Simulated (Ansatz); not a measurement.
The calculation's input:

```
crystal:
  periodic: [false, false, false]
  atoms:
    - {symbol: Al, position_ang: [-1.187734, -0.071867, -0.796059]}
    - {symbol: H, position_ang: [-1.901707, -1.478355, -0.986249]}
    - {symbol: H, position_ang: [-1.749830, 1.257012, -1.461088]}
    - {symbol: O, position_ang: [0.673022, -0.128985, -0.992606]}
    - {symbol: Al, position_ang: [1.187698, 0.071750, 0.796013]}
    - {symbol: H, position_ang: [1.902357, 1.477790, 0.986951]}
    - {symbol: H, position_ang: [1.749365, -1.257486, 1.460699]}
    - {symbol: O, position_ang: [-0.673072, 0.129537, 0.992468]}
    - {symbol: H, position_ang: [1.164368, 0.197012, -1.755163]}
    - {symbol: H, position_ang: [-1.164458, -0.196408, 1.755035]}
basis:
  gaussian: {orbitals: def2-TZVP, initial_orbitals: start.molden}
hamiltonian: {xc: pbe0, dispersion: d4}
scf: {omitted_lower_state_checks: [starts]}
output: {orbitals: {seedname: orbitals}}
```

Launched as:

```sh
ansatz run in.yaml --threads 4 --pin off --events-out ev --progress --plain --max-ram 3916MiB
```

Geometry: r2SCAN-D4/def2-SVP.

All numbers below come from RKS PBE0-D4/def2-TZVP in Ansatz 0.2.0.

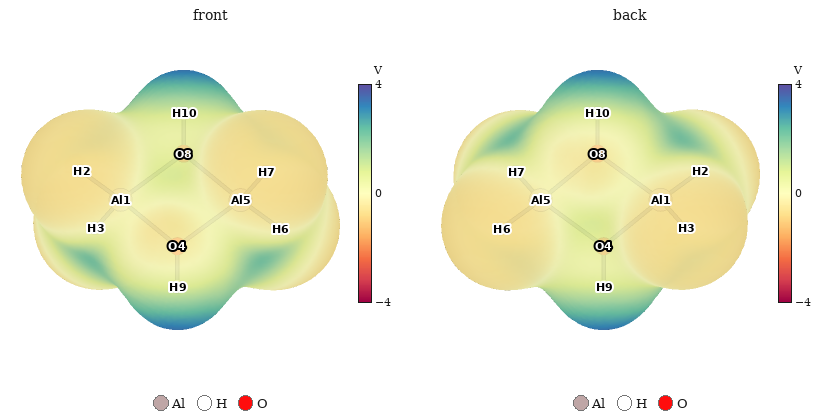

Al2H6O2. The molecular electrostatic potential painted on the density surface at 0.002 e/bohr³, seen from the front and from behind; red is negative and blue positive.

> Describe the electrostatic potential map.

The most negative region (about −0.7 V) lies over H2, H3, H6 and H7, the most positive (about +3.3 V) over H9 and H10.
